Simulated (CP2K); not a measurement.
# C2H3Cl2F (1,1-dichloro-1-fluoroethane) at PBE/6-31G(d) (spherical functions)

Aim: the vertical ionisation energy of C2H3Cl2F (1,1-dichloro-1-fluoroethane) at PBE/6-31G* (spherical functions), from 2 runs. 

The calculation is run with CP2K 2026.2.

5 further runs of the same task are left out: 5 that didn't finish.

### Step 1. The molecule

The species is C2H3Cl2F (8 atoms), meant as a singlet with charge 0. As SMILES, `CC(F)(Cl)Cl`. The coordinates come from a PBE0-D4/def2-TZVP relaxation.

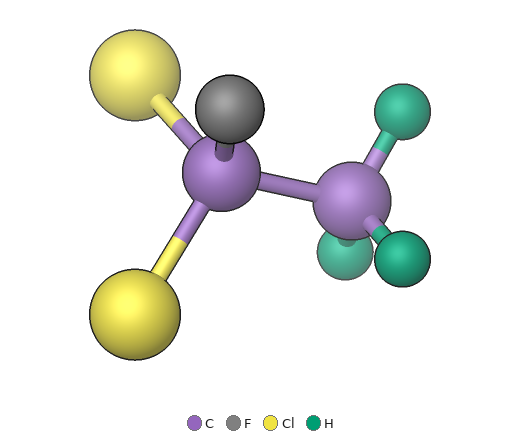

The structure, seen from a chosen angle (carbon purple, fluorine grey, chlorine yellow, hydrogen teal).

### Step 2. The energy at PBE/6-31G(d) (spherical functions)

Contents of job.inp:

```
&GLOBAL
    PROJECT_NAME job
    RUN_TYPE ENERGY
    PRINT_LEVEL MEDIUM
&END GLOBAL
&FORCE_EVAL
    METHOD QS
    &DFT
        BASIS_SET_FILE_NAME ./6_31gs.basis
        POTENTIAL_FILE_NAME POTENTIAL
        # Quickstep
        &QS
            METHOD GAPW
            EPS_DEFAULT 1.0E-10
        &END QS
        # plane-wave cutoff in Ry
        &MGRID
            CUTOFF 280
            REL_CUTOFF 50
            NGRIDS 4
        &END MGRID
        &POISSON
            PERIODIC NONE
            POISSON_SOLVER MULTIPOLE
        &END POISSON
        &SCF
            SCF_GUESS ATOMIC
            EPS_SCF 1.0E-06
            MAX_SCF 40
            &OT
                MINIMIZER CG
                PRECONDITIONER FULL_SINGLE_INVERSE
                LINESEARCH 3PNT
            &END OT
            &OUTER_SCF
                EPS_SCF 1.0E-06
                MAX_SCF 10
            &END OUTER_SCF
        &END SCF
        &XC
            &XC_FUNCTIONAL
                &GGA_X_PBE
                &END GGA_X_PBE
                &GGA_C_PBE
                &END GGA_C_PBE
            &END XC_FUNCTIONAL
        &END XC
        &PRINT
            &MOMENTS
                PERIODIC F
                REFERENCE COM
                MAX_MOMENT 1
            &END MOMENTS
            &MO_CUBES
                NLUMO 3
                NHOMO -1
                WRITE_CUBE F
            &END MO_CUBES
            &LOWDIN ON
            &END LOWDIN
            &HIRSHFELD OFF
            &END HIRSHFELD
        &END PRINT
    &END DFT
    # structure
    &SUBSYS
        # vacuum box
        &CELL
            ABC 9.7 10.4 10.6
            PERIODIC NONE
        &END CELL
        &COORD
            C      4.555750     4.440000     6.188250
            C      4.888650     5.337200     5.030650
            F      6.212850     5.589100     5.004550
            Cl     4.456850     4.573200     3.486050
            Cl     4.048150     6.896100     5.168950
            H      4.852650     4.934100     7.113950
            H      5.104150     3.503900     6.077850
            H      3.487150     4.236600     6.209550
        &END COORD
        &KIND C
            BASIS_SET 6-31Gs
            POTENTIAL ALL
            LEBEDEV_GRID 194
            RADIAL_GRID 100
        &END KIND
        &KIND F
            BASIS_SET 6-31Gs
            POTENTIAL ALL
            LEBEDEV_GRID 194
            RADIAL_GRID 100
        &END KIND
        &KIND Cl
            BASIS_SET 6-31Gs
            POTENTIAL ALL
            LEBEDEV_GRID 194
            RADIAL_GRID 100
        &END KIND
        &KIND H
            BASIS_SET 6-31Gs
            POTENTIAL ALL
            LEBEDEV_GRID 194
            RADIAL_GRID 100
        &END KIND
    &END SUBSYS
&END FORCE_EVAL
```

Run with:

```console
OMP_NUM_THREADS=1 cp2k.psmp job.inp > job.out
```

Standard output:

```text
CP2K| version string:                                       CP2K version 2026.2
[...]
 GLOBAL| Method name                                                        CP2K
[...]
 GLOBAL| Run type                                                         ENERGY
[...]
 DFT| Spin restricted Kohn-Sham (RKS) calculation                            RKS
 DFT| Multiplicity                                                             1
[...]
 DFT| Charge                                                                   0
[...]
 FUNCTIONAL| GGA_X_PBE:
[...]
 FUNCTIONAL| GGA_C_PBE:
[...]
 QS| Method:                                                                GAPW
[...]
 QS| Density cutoff [a.u.]:                                                140.0
[...]
 QS| Relative density cutoff [a.u.]:                                        25.0
[...]
                             - Atoms:                                          8
[...]
                             - Spherical basis functions:                     84
[...]
 Number of electrons:                                                         58
[...]
     1 OT CG       0.64E-01    1.0     0.82776042     -1071.5690870974 -1.07E+03
[...]
    23 OT CG       0.99E-03    1.0     0.00000080     -1097.6353411649 -4.77E-12
  *** SCF run converged in    23 steps ***
[...]
  Overlap energy of the core charge distribution:               0.00000280762942
  Self energy of the core charge distribution:               -564.70515759292732
  Core Hamiltonian energy:                                   -548.89487597180175
  Hartree energy:                                             137.44495994246486
  Exchange-correlation energy:                                -15.50829233680824
[...]
                     Mulliken Population Analysis
 #  Atom  Element  Kind  Atomic population                           Net charge
       1     C        1          6.496291                             -0.496291
       2     C        1          5.919744                              0.080256
       3     F        2          9.225703                             -0.225703
       4     Cl       3         16.986965                              0.013035
       5     Cl       3         16.986826                              0.013174
       6     H        4          0.793644                              0.206356
       7     H        4          0.793916                              0.206084
       8     H        4          0.796912                              0.203088
 # Total charge                             58.000000                  0.000000
[...]
  Dipole moment [Debye]
    X= -0.2271259E+00 Y= -0.1201841E+01 Z=  0.1604677E+01  Total=      2.0176713
[...]
 HOMO - LUMO gap [eV] :    6.148923
 ENERGY| Total FORCE_EVAL ( QS ) energy [hartree]          -1097.635341164877218
[...]
```

Wall time 6.2 min (1 thread of Arm Neoverse V1, shared host); peak memory 0.58 GiB.

### Step 3. The doublet cation

Contents of gas.inp:

```
&global
   project_name gas
   run_type ENERGY
   print_level MEDIUM
&end global
&force_eval
   method Quickstep
   &dft
      basis_set_file_name ./6_31gs.basis
      potential_file_name POTENTIAL
      charge 1
      multiplicity 2
      uks T
      ! Quickstep
      &qs
         method GAPW
         eps_default 1.0E-10
      &end qs
      ! plane-wave cutoff in Ry
      &mgrid
         cutoff 280
         rel_cutoff 50
         ngrids 4
      &end mgrid
      ! cluster boundary conditions
      &poisson
         periodic NONE
         poisson_solver MULTIPOLE
      &end poisson
      &scf
         scf_guess ATOMIC
         eps_scf 1.0E-06
         max_scf 40
         &ot ON
            minimizer DIIS
            preconditioner FULL_ALL
         &end ot
         &outer_scf
            eps_scf 1.0E-06
            max_scf 8
         &end outer_scf
      &end scf
      ! functional
      &xc
         &xc_functional
            &gga_x_pbe
            &end gga_x_pbe
            &gga_c_pbe
            &end gga_c_pbe
         &end xc_functional
      &end xc
      &print
         &moments
            periodic F
            reference COM
            max_moment 1
         &end moments
         &mo_cubes
            nlumo 1
            nhomo -1
            write_cube F
         &end mo_cubes
         &lowdin ON
         &end lowdin
         &hirshfeld OFF
         &end hirshfeld
      &end print
   &end dft
   ! atoms, cell and kinds
   &subsys
      &cell
         abc [angstrom] 9.7 10.4 10.6
         periodic NONE
      &end cell
      &coord
         UNIT bohr
         C     -0.2522784    -0.9560124     1.2213300
         C      0.3768114     0.7394498    -0.9662170
         F      2.8791867     1.2154718    -1.0155388
         Cl    -0.4391724    -0.7043009    -3.8850879
         Cl    -1.2115034     3.6853439    -0.7048678
         H      0.3087812    -0.0222988     2.9706495
         H      0.7840474    -2.7249851     1.0127042
         H     -2.2716398    -1.3403827     1.2615812
      &end coord
      &topology
         &center_coordinates
         &end center_coordinates
      &end topology
      &kind C
         basis_set 6-31Gs
         potential ALL
         lebedev_grid 194
         radial_grid 100
      &end kind
      &kind F
         basis_set 6-31Gs
         potential ALL
         lebedev_grid 194
         radial_grid 100
      &end kind
      &kind Cl
         basis_set 6-31Gs
         potential ALL
         lebedev_grid 194
         radial_grid 100
      &end kind
      &kind H
         basis_set 6-31Gs
         potential ALL
         lebedev_grid 194
         radial_grid 100
      &end kind
   &end subsys
&end force_eval
```

Run with:

```console
OMP_NUM_THREADS=1 cp2k.psmp gas.inp > gas.out
```

Standard output (excerpt; [...] marks lines left out):

```text
CP2K| version string:                                       CP2K version 2026.2
[...]
 GLOBAL| Method name                                                        CP2K
[...]
 GLOBAL| Run type                                                         ENERGY
[...]
 DFT| Spin unrestricted (spin-polarized) Kohn-Sham calculation               UKS
 DFT| Multiplicity                                                             2
[...]
 DFT| Charge                                                                   1
[...]
 FUNCTIONAL| GGA_X_PBE:
[...]
 FUNCTIONAL| GGA_C_PBE:
[...]
 QS| Method:                                                                GAPW
[...]
 QS| Density cutoff [a.u.]:                                                140.0
[...]
 QS| Relative density cutoff [a.u.]:                                        25.0
[...]
                             - Atoms:                                          8
[...]
                             - Spherical basis functions:                     84
[...]
 Number of electrons:                                                         29
[...]
     1 OT DIIS     0.15E+00    1.9     0.16752712     -1065.9268051012 -1.07E+03
[...]
    39 OT DIIS     0.15E+00    2.0     0.00000094     -1097.2416276937 -1.39E-09
  *** SCF run converged in    39 steps ***
[...]
  Overlap energy of the core charge distribution:               0.00000280762868
  Self energy of the core charge distribution:               -564.70515759292732
  Core Hamiltonian energy:                                   -549.25111958192792
  Hartree energy:                                             137.86650376142259
  Exchange-correlation energy:                                -15.15079424735192
[...]
                     Mulliken Population Analysis
 #  Atom  Element  Kind  Atomic population (alpha,beta) Net charge  Spin moment
       1     C        1         3.269686     3.246191    -0.515877     0.023495
       2     C        1         2.983025     3.017095    -0.000120    -0.034071
       3     F        2         4.590425     4.563611    -0.154036     0.026813
       4     Cl       3         8.523496     8.041999     0.434506     0.481497
       5     Cl       3         8.523711     8.041809     0.434480     0.481903
[...]
  Dipole moment [Debye]
    X= -0.1383328E+01 Y= -0.1063341E+01 Z=  0.1131841E+01  Total=      2.0797490
[...]
 HOMO - LUMO gap [eV] :    0.184707
 ENERGY| Total FORCE_EVAL ( QS ) energy [hartree]          -1097.241627693723331
[...]
```

It took 2.6 min on 1 thread of Arm Neoverse V1, shared host; peak memory 0.71 GiB.

### Step 4. What came out

At PBE/6-31G* (spherical functions):

| quantity | value |
| --- | --- |
| singlet C2H3Cl2F: total energy | -1097.63534 Eh |
| singlet C2H3Cl2F: dipole moment | 2.02 D |
| singlet C2H3Cl2F: HOMO energy | -7.27 eV |
| singlet C2H3Cl2F: LUMO energy | -1.12 eV |
| singlet C2H3Cl2F: HOMO–LUMO gap | 6.15 eV |
| doublet cation: total energy | -1097.24163 Eh |
| doublet cation: HOMO energy (highest over α and β) | -14.29 eV |
| doublet cation: LUMO energy (lowest over α and β) | -14.11 eV |
| doublet cation: ⟨S²⟩ | 0.751 |
| vertical ionisation energy (to the doublet cation) | 10.713 eV |

The vertical ionisation energy comes to 10.71 eV (247 kcal/mol). The negative HOMO energy of the first species, 7.27 eV, lies 3.44 eV below that difference.
